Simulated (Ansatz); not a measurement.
# Ta3N5 (Cmcm): bands and screening cutoff converge together, part 2 of 2

Aim: vary empty bands and screening cutoff apart and together in G0W0 on Ta3N5 (Cmcm).

Ansatz 0.2.0; G0W0 on LDA, plane waves, PAW; PAW set soft_1. Known limits of the many-body steps: not at the basis limit; no spin-orbit coupling.

So far. Step 7 (849 empty bands, screening to 150 eV): The G0W0 gap on the mesh is 1.884 eV.

### 8. 1508 empty bands, screening to 220 eV

input.yaml

```yaml
crystal:
  lattice:
    - [1.9431, -5.1059, 0.0]
    - [1.9431, 5.1059, 0.0]
    - [0.0, 0.0, 10.2624]
  atoms:
    - { symbol: Ta, position: [0.8029, 0.1971, 0.25] }
    - { symbol: Ta, position: [0.1971, 0.8029, 0.75] }
    - { symbol: Ta, position: [0.86545, 0.13455, 0.55906] }
    - { symbol: Ta, position: [0.13455, 0.86545, 0.05906] }
    - { symbol: Ta, position: [0.13455, 0.86545, 0.44094] }
    - { symbol: Ta, position: [0.86545, 0.13455, 0.94094] }
    - { symbol: "N", position: [0.23678, 0.76322, 0.25] }
    - { symbol: "N", position: [0.76322, 0.23678, 0.75] }
    - { symbol: "N", position: [0.95299, 0.04701, 0.11949] }
    - { symbol: "N", position: [0.04701, 0.95299, 0.61949] }
    - { symbol: "N", position: [0.04701, 0.95299, 0.88051] }
    - { symbol: "N", position: [0.95299, 0.04701, 0.38051] }
    - { symbol: "N", position: [0.69138, 0.30862, 0.07378] }
    - { symbol: "N", position: [0.30862, 0.69138, 0.57378] }
    - { symbol: "N", position: [0.30862, 0.69138, 0.92622] }
    - { symbol: "N", position: [0.69138, 0.30862, 0.42622] }
kpoints:
  mp_grid: { grid: [4, 4, 2] }
hamiltonian:
  xc: lda
  pseudopotentials: { kind: paw, azcp: { folder: soft_1 }, xc_functional: pbe }
scf:
  occupations: { method: fixed }
gw:
  n_empty_bands: 1508
  ecut_chi: 220
  qp_bands: [v4, c4]
  qp_kpoints: band_edges
  screening: { model: contour_deformation }
```

Launch:

```console
$ ansatz run input.yaml --threads 2 --pin off --max-ram 92160MiB --backend cuda --events-out ev --progress --plain --runs-dir out --devices 1 --max-vram 13GiB
```

Numbers of over 12 decimals in the logs are rounded to 6 here.

The program printed:

```text
GPUs: using 1 of 1 available (devices: 1).
[...]
GPU FFT provider: cuFFT
GPU libraries: cuBLAS 13.8.2, cuFFT 12.4.0, cuSOLVER 12.3.4
Crystal: 16 atoms, lattice volume = 203.632 Å³
Basis set: ecut = 420 eV, 3985 PW (Γ)
Bands: 80, of which v1, the nominal top of the filled ones, is band 64 counted from 1 (63 counted from 0)
Symmetry: 8 space group operations
[...]
k-points: 14 of 32
[...]
0    68     13.9085   -13.1560    -5.4136   -19.2155  0.7597    14.5644    14.5543  root
[...]
13    65     13.0375   -13.5669    -4.7297   -18.8760  0.7690    13.6233    13.6168  root
    13    66     13.0375   -13.5669    -4.7297   -18.8760  0.7690    13.6233    13.6168  root
    13    67     14.1739   -13.2006    -4.7938   -18.5400  0.7630    14.7257    14.7195  root
    13    68     14.1739   -13.2006    -4.7938   -18.5400  0.7630    14.7257    14.7195  root
[key lines of the parts left out:]
SCF converged after 11 iterations
Free energy (F): -61857.427208 eV
Fermi energy:    11.504656 eV
```

It took 4.4 min on 1 × NVIDIA H100 80GB HBM3 (shared by 6 runs) with 2 threads of AMD EPYC 7R13 (Zen 3), shared host; peak memory 7.3 GiB; 7.8 min of CPU time.

The G0W0 gap on the mesh is 1.963 eV.

### 9. 462 empty bands, screening to 300 eV

Edit input.yaml of step 8 so:

```diff
@@ -30,4 +30,4 @@
 gw:
-  n_empty_bands: 1508
-  ecut_chi: 220
+  n_empty_bands: 462
+  ecut_chi: 300
   qp_bands: [v4, c4]
```

The program printed:

```text
GPUs: using 1 of 1 available (devices: 1).
[...]
GPU FFT provider: cuFFT
GPU libraries: cuBLAS 13.8.2, cuFFT 12.4.0, cuSOLVER 12.3.4
Crystal: 16 atoms, lattice volume = 203.632 Å³
Basis set: ecut = 420 eV, 3985 PW (Γ)
Bands: 80, of which v1, the nominal top of the filled ones, is band 64 counted from 1 (63 counted from 0)
Symmetry: 8 space group operations
[...]
k-points: 14 of 32
[...]
0    68     13.9085   -13.1560    -5.1457   -19.2155  0.7600    14.8455    14.8223  root
[...]
13    65     13.0375   -13.5669    -4.4508   -18.8760  0.7694    13.9120    13.8957  root
    13    66     13.0375   -13.5669    -4.4508   -18.8760  0.7694    13.9120    13.8957  root
    13    67     14.1739   -13.2006    -4.5071   -18.5400  0.7633    15.0228    15.0062  root
    13    68     14.1739   -13.2006    -4.5071   -18.5400  0.7633    15.0228    15.0062  root
[key lines of the parts left out:]
SCF converged after 11 iterations
Free energy (F): -61857.427208 eV
Fermi energy:    11.504656 eV
```

It took 77 s on 1 × NVIDIA H100 80GB HBM3 (shared by 6 runs) with 2 threads; peak memory 13 GiB.

The G0W0 gap on the mesh is 1.880 eV.

### 10. The grid

Start LDA, 4×4×2 mesh. Times are wall times on 1 × NVIDIA H100 80GB HBM3 (shared by 6 runs) with 2 threads of AMD EPYC 7R13 (Zen 3), shared host, good to a factor of about two.

```
cutoff (eV)  plane waves at q = 0  bands summed  gap (eV)  Σc valence (eV)  Σc conduction (eV)     time
         50                   165           227     1.657             3.06               -4.24     19 s
         50                   165           913     1.604             2.74               -4.61     92 s
        100                   475           526     1.773             2.58               -4.61     37 s
        100                   475          2466     1.776             2.39               -4.79  8.7 min
        150                   853           227     1.779             3.00               -4.18     25 s
        150                   853           913     1.884             2.32               -4.75    100 s
        220                  1549          1572     1.963             2.15               -4.85  4.4 min
        300                  2427           526     1.880             2.50               -4.58     77 s
```

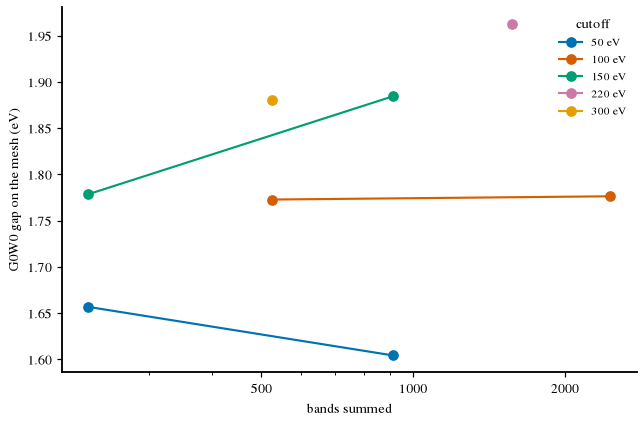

The gap against bands, one line for each screening cutoff.

### 11. Summary of results

```
227 bands, 50 eV                   : 1.657 eV
913 bands, 50 eV                   : 1.604 eV
526 bands, 100 eV                  : 1.773 eV
2466 bands, 100 eV                 : 1.776 eV
227 bands, 150 eV                  : 1.779 eV
913 bands, 150 eV                  : 1.884 eV
1572 bands, 220 eV                 : 1.963 eV
526 bands, 300 eV                  : 1.880 eV
estimated limit along the diagonal : 2.07 eV
mesh and start                     : 4×4×2, LDA
```

In words: At 50 eV, going from 227 to 913 bands moves the gap by −0.05 eV. At 100 eV, going from 526 to 2466 bands moves the gap by +0.004 eV. At 150 eV, going from 227 to 913 bands moves the gap by +0.11 eV. At 227 bands, raising the cutoff from 50 to 150 eV moves it by +0.12 eV. At 913 bands, raising the cutoff from 50 to 150 eV moves it by +0.28 eV. At 526 bands, raising the cutoff from 100 to 300 eV moves it by +0.11 eV. Along the diagonal, where both rise together, the two highest rungs point to 2.07 eV. Gaps are over the mesh's points; an edge off the mesh would be missed. A low cutoff hides what high bands add, so a band series at one cutoff can look settled before the gap is. The many-body steps are scalar-relativistic: spin-orbit coupling is not in them.

[Paths, hosts, dates, memory and timing lines, banners, echoed tables and standing remarks are left out of the program output.]

[Logs are printed without paths, hosts, clocks, repeated set-up lines and the standing remarks that a program may print on its own settings, such as how far it seeks lower states.]

[Runs of the session that timed out or met a known fault of the program may be left out.]

[Cells called generated may have been cut or substituted from an entry of the Crystallography Open Database or the Materials Project.]

[Hosts, paths, dates, database ids (printed as entryN), source tags and the programs' standing remarks are cut or masked in the printed files.]
